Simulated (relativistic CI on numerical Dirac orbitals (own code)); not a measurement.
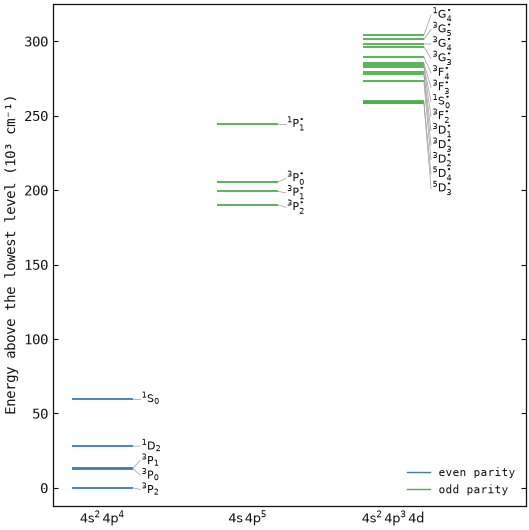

Fig. 1: Level diagram of Zr⁶⁺ (zirconium, Z = 40). The lowest level is 4s² 4p⁴ ³P₂. The first excited level, 4s² 4p⁴ ³P₀, lies at 12,800 cm⁻¹. The ground term spreads over 13,100 cm⁻¹ in the order J = 2, 0, 1, an irregular order. The lowest level of opposite parity, 4s 4p⁵ ³P°₂, is at 190,000 cm⁻¹. The levels are in intermediate coupling, nearer LS (mean leading weight 83 % in LS and 60 % in jj).

```tsv
Configuration	Level	E (cm⁻¹)	Landé g	Lifetime (s; – stable or not computed)
4s² 4p⁴	³P₂	0	1.460	–
4s² 4p⁴	³P₀	12,830	–	2.0×10¹
4s² 4p⁴	³P₁	13,140	1.501	2.1×10⁻²
4s² 4p⁴	¹D₂	28,050	1.041	1.4×10⁻²
4s² 4p⁴	¹S₀	59,840	–	1.5×10⁻³
4s 4p⁵	³P°₂	190,100	1.500	5.6×10⁻¹⁰
4s 4p⁵	³P°₁	199,100	1.487	5.0×10⁻¹⁰
4s 4p⁵	³P°₀	205,500	–	5.3×10⁻¹⁰
4s 4p⁵	¹P°₁	244,300	1.012	2.1×10⁻¹⁰
4s² 4p³ 4d	⁵D°₀	258,600	–	5.3×10⁻⁹
4s² 4p³ 4d	⁵D°₁	258,900	1.492	4.3×10⁻⁹
4s² 4p³ 4d	⁵D°₂	258,900	1.476	6.2×10⁻⁹
4s² 4p³ 4d	⁵D°₃	259,100	1.478	1.3×10⁻⁸
4s² 4p³ 4d	⁵D°₄	260,100	1.487	–
4s² 4p³ 4d	³D°₂	273,500	1.050	5.2×10⁻⁹
4s² 4p³ 4d	³D°₃	277,800	1.309	4.1×10⁻⁸
4s² 4p³ 4d	³D°₁	279,100	0.517	5.2×10⁻⁹
4s² 4p³ 4d	³F°₂	282,900	0.815	8.4×10⁻⁹
```

Run report: Zr⁶⁺, relativistic CI calculation

Zr⁶⁺. Computed at this level: Dirac-Coulomb-Breit CI, KLI orbitals of one mean potential, model QED (radiative potential, 1s self-energy scaled to tabulated hydrogen-like ionisation energies) (relativistic CI on numerical Dirac orbitals, in-house).

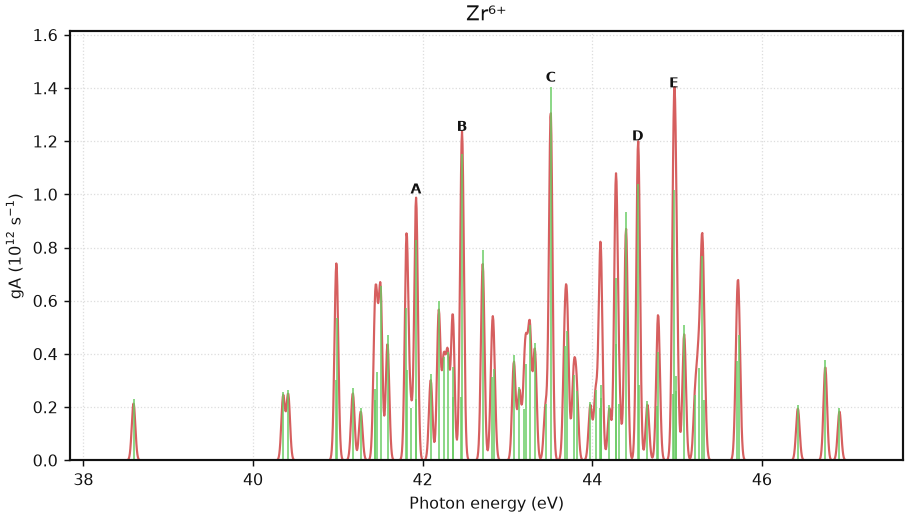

Fig. 2: The stronger electric dipole lines (weighted rates gA) for Zr⁶⁺. The envelope is a Gaussian of full width 0.05 eV, scaled to the tallest stick. A: 4s² 4p² 4d² ⁵F₅ → 4s² 4p³ 4d ⁵D°₄, 41.92 eV, gA = 8.3×10¹¹ s⁻¹; B: 4s² 4p² 4d² [4p₁/₂ 4p₃/₂ 4d₃/₂ 4d₅/₂] J = 5 → 4s² 4p³ 4d ¹G°₄, 42.47 eV, gA = 1.2×10¹² s⁻¹; C: 4s² 4p² 4d² ³H₆ → 4s² 4p³ 4d ³G°₅, 43.51 eV, gA = 1.4×10¹² s⁻¹; D: 4s² 4p³ 4d ¹F°₃ → 4s² 4p⁴ ¹D₂, 44.54 eV, gA = 1.0×10¹² s⁻¹; E: 4s² 4p² 4d² ⁵D₄ → 4s² 4p³ 4d ⁵D°₄, 44.97 eV, gA = 1.0×10¹² s⁻¹. The strongest, C, lies in the extreme ultraviolet region.

These pictures come from the run below.

**The input**
```
atom Zr  Z=40  charge=6  electrons=34
nucleus A=90  rms_radius_fm=4.2694
hamiltonian dirac-coulomb  breit=on  qed=on  c_scale=1
orbitals kli  potential=mean
slater_scale 1
correlation none
mixing on
configurations
  [Ar] 3d10 4s2 4p4
  [Ar] 3d10 4s 4p5
  [Ar] 3d10 4s2 4p3 4d
  [Ar] 3d10 4p6
  [Ar] 3d10 4s 4p4 4d
  [Ar] 3d10 4s2 4p3 4f
  [Ar] 3d10 4s2 4p3 5s
  [Ar] 3d10 4s 4p4 4f
  [Ar] 3d10 4s2 4p3 5p
  [Ar] 3d10 4p5 4d
  [Ar] 3d10 4s2 4p3 5d
  [Ar] 3d10 4s 4p3 4d2
  [Ar] 3d10 4s2 4p3 6s
  [Ar] 3d10 4s 4p4 5s
  [Ar] 3d10 4s2 4p2 4d 4f
  [Ar] 3d10 4s2 4p3 6p
  [Ar] 3d10 4s2 4p3 5f
  [Ar] 3d10 4s2 4p3 5g
  [Ar] 3d10 4s2 4p3 6d
  [Ar] 3d10 4s 4p4 5p
  [Ar] 3d10 4s2 4p3 7s
  [Ar] 3d10 4s2 4p3 7p
  [Ar] 3d10 4s2 4p3 6f
  [Ar] 3d10 4s 4p3 5s2
  [Ar] 3d10 4p5 4f
  [Ar] 3d10 4s 4p4 5d
  [Ar] 3d10 4s2 4p2 4d 5p
  [Ar] 3d10 4s 4p4 6s
  [Ar] 3d10 4s2 4p2 4d2
  [Ar] 3d10 4s2 4p 4d3
  [Ar] 3d10 4s 4p2 4d3
  [Ar] 3d10 4s2 4p 4d2 4f
  [Ar] 3d10 4s2 4p 4d2 5s
  [Ar] 3d10 4s 4p2 4d2 4f
  [Ar] 3d10 4p4 4d2
  [Ar] 3d10 4p3 4d3
  [Ar] 3d10 4p3 4d2 4f
  [Ar] 3d10 4p3 4d2 5s
  [Ar] 3d10 4s2 4p2 4d 5s
  [Ar] 3d10 4s 4p2 4d2 5s
  [Ar] 3d10 4s2 4p 4d 4f 5s
  [Ar] 3d10 4s2 4p 4d 5s2
  [Ar] 3d10 4s 4p2 4d 4f 5s
  [Ar] 3d10 4s 4p3 5s 5p
  [Ar] 3d10 4s 4p2 4d 5s 5p
  [Ar] 3d10 4p3 4d 5s 5p
  [Ar] 3d10 4s 4p2 4f 5s 5p
  [Ar] 3d10 4s 4p2 5s2 5p
  [Ar] 3d10 4p3 4f 5s 5p
  [Ar] 3d10 4p4 4d 5s
  [Ar] 3d10 4p3 4d 4f 5s
  [Ar] 3d10 4p3 4d 5s2
end
```

The run was one of a batch that the task file lists, launched with:
```bash
python <driver script> task.json out
```

The program writes its results to a structured record and prints no log; tables and figures of this report are taken from that record.

**Summary**

- outcome: converged
- lowest level: 4s² 4p⁴ ³P₂
- first excited level: 4s² 4p⁴ ³P₀, 12,829 cm⁻¹
- levels computed: 12180
- SCF iterations: 10
- hardware: 1 thread of Intel Xeon @ 2.50GHz (Skylake/Cascade Lake), 192 GiB of memory available, shared host
- wall time: 24 s

**Notes**

Caveats: configurations can be misplaced by up to about 7 % of their energy; only a limited list of configurations is included, so lower levels can be missing; only lines among the lowest 400 of 12180 levels are drawn, so those from 4s² 4p³ 6p, 4s 4p⁴ 5p and 4s² 4p³ 5f are incomplete.
